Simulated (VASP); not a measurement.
Band structure of RuSe (relaxed from the rock salt structure, space group Fm-3m). All values below come from PBE GGA, VASP's PBE PAW potentials (set 64) (plane waves; VASP).

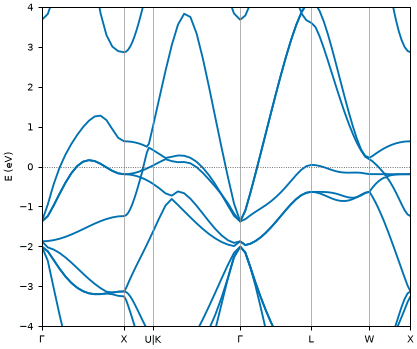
Bands along high-symmetry lines, zero at the valence-band maximum or, without a gap, the Fermi level

### Question
Read the plot: is there a gap, and where are the band edges?

### Answer
It has no gap at this level: it comes out as a metal or semimetal. (Edges off the drawn lines would not show.)

The structure was generated: RuSe was put into the rock salt type (Fm-3m), which need not be its known phase. It was relaxed first, which changed the volume by -28 %.
